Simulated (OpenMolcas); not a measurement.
## Run report: CH$_{5}$FSi (charge −1), single-point calculation (part 1 of 2)

System: CH$_{5}$FSi, charge −1, multiplicity 2.
Method: M06-L/6-311+G**, UKS (OpenMolcas 26.06).

The geometry is that of the parent species in another charge or spin state. The geometry comes from this level: PBE0-D4/def2-TZVP.

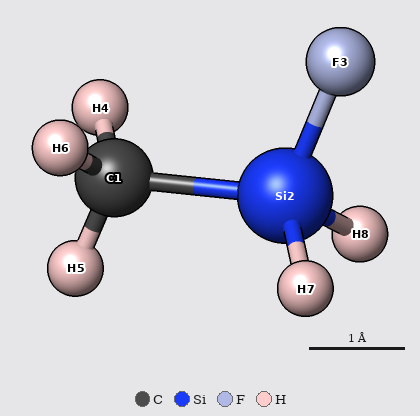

Fig. 1: The input geometry (ball-and-stick view, seen at a tilt; atoms are numbered from 1 in the order of the input). Bond lengths as drawn: C–H 1.09 Å, C–Si 1.85 Å, F–Si 1.60 Å and H–Si 1.48 Å.

## Key numbers

| quantity | value |
| --- | --- |
| outcome | converged |
| total energy | −430.488409 hartree |
| basis functions | 104 |
| ⟨S²⟩ | 0.751 |
| hardware | 1 thread of Intel Xeon (Sapphire Rapids), 16 GiB of memory available, shared host |
| wall time | 96 s |
| peak memory | 0.59 GiB |

## Input
```
&gateway
 baslib = $CurrDir
 coord = geom.xyz
 basis = 6-311pGss
 group = NoSym

&seward
 gridinput
 Grid=UltraFine
 End of Grid

&scf
 uhf
 charge = -1
 spin = 2
 ksdft = M06L
 thresholds = 1e-10 1e-07 1e-07 1e-05
 prorbitals = 1 1
```

## File geom.xyz
```
8

C     -0.521400     0.700300    -0.437000
Si     0.448400    -0.642000     0.395200
F      1.946500    -0.649600    -0.178800
H     -0.562400     0.542500    -1.517100
H     -1.546700     0.713200    -0.056500
H     -0.077200     1.680300    -0.248400
H      0.538700    -0.420800     1.860700
H     -0.133700    -1.981200     0.126000
```

Launch command:
```bash
export MOLCAS_MEM=1860
pymolcas calc.inp > calc.log
```

## The program's output
```
--- Start Module: gateway ---

                                              &GATEWAY

                       available to each process: 1.9 GB of memory, 1 thread

 Basis Set     1 Label: C.6-311PGSS
 Basis set is read from library:.
 basistype.tbl is not found

 Basis Set     2 Label: SI.6-311PGSS
 Basis set is read from library:.
 basistype.tbl is not found

 Basis Set     3 Label: F.6-311PGSS
 Basis set is read from library:.
 basistype.tbl is not found

 Basis Set     4 Label: H.6-311PGSS
 Basis set is read from library:.
 basistype.tbl is not found

++    Symmetry information:
      ---------------------

                    Character Table for C1

                             E
                    a        1  x, y, xy, Rz, z, xz, Ry, yz, Rx, I
--

++    Basis set information:
      ----------------------

      Basis set label: C.6-311PGSS.........

      Electronic valence basis set:
      ------------------
      Associated Effective Charge   6.000000 au
      Associated Actual Charge      6.000000 au
      Nuclear Model: Point charge

      Shell  nPrim  nBasis  Cartesian Spherical Contaminant
         s      12       5        X
         p       6       4        X
         d       1       1                 X

      Basis set label: SI.6-311PGSS.........

      Electronic valence basis set:
      ------------------
      Associated Effective Charge  14.000000 au
      Associated Actual Charge     14.000000 au
      Nuclear Model: Point charge

      Shell  nPrim  nBasis  Cartesian Spherical Contaminant
         s      13       7        X
         p      10       6        X
         d       1       1                 X

      Basis set label: F.6-311PGSS.........

      Electronic valence basis set:
      ------------------
      Associated Effective Charge   9.000000 au
      Associated Actual Charge      9.000000 au
      Nuclear Model: Point charge

      Shell  nPrim  nBasis  Cartesian Spherical Contaminant
         s      12       5        X
         p       6       4        X
         d       1       1                 X

      Basis set label: H.6-311PGSS.........

      Electronic valence basis set:
      ------------------
      Associated Effective Charge   1.000000 au
      Associated Actual Charge      1.000000 au
      Nuclear Model: Point charge

      Shell  nPrim  nBasis  Cartesian Spherical Contaminant
         s       5       3        X
         p       1       1        X
--

++    Molecular structure info:
      -------------------------

                    ************************************************
                    **** Cartesian Coordinates / bohr, angstrom ****
                    ************************************************

     Center  Label                x              y              z                     x              y              z
        1      C1              -0.985303       1.323375      -0.825810             -0.521400       0.700300      -0.437000
        2      SI2              0.847353      -1.213204       0.746820              0.448400      -0.642000       0.395200
        3      F3               3.678352      -1.227566      -0.337883              1.946500      -0.649600      -0.178800
        4      H4              -1.062782       1.025176      -2.866904             -0.562400       0.542500      -1.517100
        5      H5              -2.922839       1.347753      -0.106770             -1.546700       0.713200      -0.056500
        6      H6              -0.145887       3.175307      -0.469408             -0.077200       1.680300      -0.248400
        7      H7               1.017995      -0.795197       3.516213              0.538700      -0.420800       1.860700
        8      H8              -0.252656      -3.743925       0.238105             -0.133700      -1.981200       0.126000

                    ***************************************
                    *    InterNuclear Distances / bohr    *
                    ***************************************

               1 C1            2 SI2           3 F3            4 H4            5 H5            6 H6
    1 C1       0.000000
    2 SI2      3.502289        0.000000
    3 F3       5.338076        3.031722        0.000000
    4 H4       2.064216        4.660253        5.826589        0.000000
    5 H5       2.066800        4.636967        7.089528        3.343981        0.000000
    6 H6       2.064290        4.660983        5.833300        3.348394        3.344088        0.000000
    7 H7       5.230174        2.805956        4.703031        6.956118        5.766144        5.744972
    8 H8       5.229362        2.805951        4.702835        5.748192        5.759688        6.956130

               7 H7            8 H8
    7 H7       0.000000
    8 H8       4.588633        0.000000

                    *******************************************
                    *    InterNuclear Distances / angstrom    *
                    *******************************************

               1 C1            2 SI2           3 F3            4 H4            5 H5            6 H6
    1 C1       0.000000
    2 SI2      1.853332        0.000000
    3 F3       2.824788        1.604318        0.000000
    4 H4       1.092336        2.466100        3.083298        0.000000
    5 H5       1.093703        2.453777        3.751617        1.769559        0.000000
    6 H6       1.092375        2.466486        3.086850        1.771894        1.769615        0.000000
    7 H7       2.767689        1.484848        2.488737        3.681019        3.051312        3.040108
    8 H8       2.767259        1.484845        2.488633        3.041812        3.047895        3.681026

               7 H7            8 H8
    7 H7       0.000000
    8 H8       2.428200        0.000000

                    **************************************
                    *    Valence Bond Angles / degree    *
                    **************************************
                          Atom centers                 Phi
                      4 H4       1 C1       5 H5       108.09
                      4 H4       1 C1       6 H6       108.40
                      5 H5       1 C1       6 H6       108.09
                      7 H7       2 SI2      8 H8       109.70
--

            Nuclear Potential Energy            115.95911539 au

--- Stop Module: gateway /rc=_RC_ALL_IS_WELL_ ---

--- Start Module: seward ---

                                              &SEWARD

                       available to each process: 1.9 GB of memory, 1 thread

               SEWARD will generate:
                  Multipole Moment integrals up to order  2
                  Kinetic Energy integrals
                  Nuclear Attraction integrals (point charge)
                  One-Electron Hamiltonian integrals
                  Velocity integrals
                  Orbital angular momentum around (  1.2243  -0.6306   0.0762 )
                  Velocity quadrupole around (  1.2243  -0.6306   0.0762 )
                  Two-Electron Repulsion integrals

                   Integrals are discarded if absolute value <: 1.00E-14
                   Integral cutoff threshold is set to       <: 1.00E-16

            Nuclear Potential Energy            115.95911539 au

      Basis set specifications :
      Symmetry species         a
      Basis functions          104

--- Stop Module: seward /rc=_RC_ALL_IS_WELL_ ---
--- Module seward spent 3 seconds ---

--- Start Module: scf ---

                                                &SCF

                       available to each process: 1.9 GB of memory, 1 thread

++    Input section:
      --------------

      Header of the integral files:

      Cartesian coordinates in angstrom:
      -----------------------------------------------------
      No.  Label        X            Y            Z
      -----------------------------------------------------
       1   C1        -0.52140000   0.70030000  -0.43700000
       2   SI2        0.44840000  -0.64200000   0.39520000
       3   F3         1.94650000  -0.64960000  -0.17880000
       4   H4        -0.56240000   0.54250000  -1.51710000
       5   H5        -1.54670000   0.71320000  -0.05650000
       6   H6        -0.07720000   1.68030000  -0.24840000
       7   H7         0.53870000  -0.42080000   1.86070000
       8   H8        -0.13370000  -1.98120000   0.12600000
      -----------------------------------------------------
      Nuclear repulsion energy =  115.95911539
--

++    Orbital specifications:
      -----------------------

      Symmetry species               1
                                     a
      Frozen orbitals                0
      Start temperature = 0.500
      End temperature   = 0.010
      Temperature Factor= 0.460
      Deleted orbitals               0
      Total number of orbitals     104
      Number of basis functions    104
--

      Molecular charge                          -1.000

      Numerical integration parameters
      --------------------------------
      Radial quadrature type:                         MHL
      Size of radial grid:                            99
      Lebedev angular grid:                           41
      Angular grid pruned with the crowding factor:  1.00E+10
                                 and fading factor:  1.00E+01
      Screening threshold for integral computation:   1.00E-11
      Radial quadrature accuracy:                     1.00E-25
      Maximum batch size:                             128
      AO values are stored on disk
      The same grid will be used for all iterations.

      DFT functional specifications
      -----------------------------
      Using Libxc version: 6.2.2
      Please cite the following reference:
      S. Lehtola, C. Steigemann, M. J.T. Oliveira, and M. A.L. Marques.,  SoftwareX 7, 1–5 (2018) doi:10.1016/j.softx.2017.11.002

      * Minnesota M06-L exchange functional
      * Minnesota M06-L correlation functional
        - Y. Zhao and D. G. Truhlar.,  Theor. Chem. Acc. 120, 215 (2008) doi:10.1007/s00214-007-0310-x

++    Optimization specifications:
      ----------------------------

      SCF Algorithm: Conventional USCF
      D(i)-D(i-1) density differences are used
      Number of density matrices in core                 5
      Maximum number of NDDO SCF iterations            400
      Maximum number of HF SCF iterations              400
      Threshold for SCF energy change             1.00E-10
      Threshold for density matrix                1.00E-07
      Threshold for Fock matrix                   1.00E-07
      Threshold for linear dependence             1.00E-09
      Threshold at which DIIS is turned on        1.50E-01
      Maximum depth in the DIIS procedure                5
      Maximum depth in the BFGS Hessian update          30
      Threshold at which QNR/C2DIIS is turned on  7.50E-02
      Threshold for Norm(delta) (QNR/C2DIIS)      1.00E-05
      All orbitals punched on: UHFORB
--

      Input vectors read from INPORB
      Orbital file label: *Guess orbitals

++ Convergence information
                               UHF M06L       iterations: Energy and convergence statistics

Iter     Tot. M06L       One-elec.       Two-elec.     Energy      Max Dij or  Max Fij      DNorm      TNorm      AccCon     Time
         Energy          Energy          Energy        Change      Delta Norm                                                in Sec.
   1  -426.128292055  -864.748616888   322.661209442   0.00E+00    3.63E-01*   1.52E+01*    7.95E+00   1.98E+02   None         4.
   2  -422.349786052  -848.422260485   310.113359042   3.78E+00*   1.33E-01*   2.63E-01*    3.07E+02   1.91E+02   EDIIS        4.
   3  -429.379615961  -869.235036485   323.896305133  -7.03E+00*   5.43E-01*   2.59E-01*    1.49E+01   1.97E+02   EDIIS        4.
   4  -424.538254611  -841.841322171   301.343952168   4.84E+00*   1.47E-01*   1.43E-01*    1.72E+01   1.91E+02   EDIIS        4.
   5  -430.322783275  -869.925925865   323.644027199  -5.78E+00*   2.47E-01*   1.34E-01*    6.23E+01   1.98E+02   EDIIS        4.
   6  -430.196763710  -869.677786729   323.521907628   1.26E-01*   4.65E-02*   1.05E-01*    3.54E+01   1.97E+02   EDIIS        4.
   7  -430.476426262  -868.867529256   322.431987602  -2.80E-01*   2.76E-01*   5.92E-02*    3.69E+01   1.97E+02   EDIIS        4.
   8  -430.480160284  -869.232644608   322.793368933  -3.73E-03*   1.19E-01*   2.69E-02*    1.22E+01   1.97E+02   EDIIS        4.

       Fermi aufbau procedure completed!
      nOcc(alpha)=   18
      nOcc(beta) =   17
```
